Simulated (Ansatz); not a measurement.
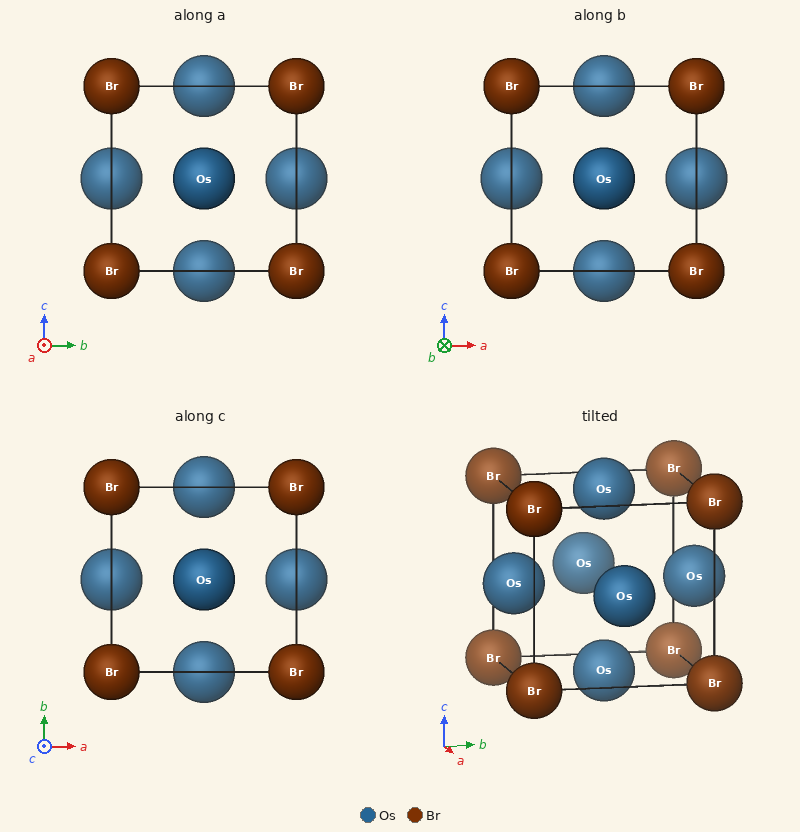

An orthographic spheres-only view of the structure, along the a axis, along the b axis, along the c axis and slightly off an axis. Lines trace the edges of the conventional unit cell.

Lattice parameters: a = 3.9526 Å, b = 3.9526 Å, c = 3.9526 Å, α = 90.000°, β = 90.000°, γ = 90.000°.

### Transcribe the picture into a CIF with its space group and independent sites.

```cif
data_structure
_symmetry_space_group_name_H-M 'P m -3 m'
_symmetry_Int_Tables_number 221
_cell_length_a 3.9526
_cell_length_b 3.9526
_cell_length_c 3.9526
_cell_angle_alpha 90.000
_cell_angle_beta 90.000
_cell_angle_gamma 90.000
_cell_volume 61.75
loop_
_atom_site_label
_atom_site_type_symbol
_atom_site_symmetry_multiplicity
_atom_site_Wyckoff_symbol
_atom_site_fract_x
_atom_site_fract_y
_atom_site_fract_z
_atom_site_occupancy
Os1 Os 3 c 0.0000 0.5000 0.5000 1
Br1 Br 1 a 0.0000 0.0000 0.0000 1
```

It derives from a structure type filled with these elements by a generator (whether the compound takes this form wasn't checked). Relaxation method: DFT PBE, scalar-relativistic, plane waves, PAW in Ansatz.
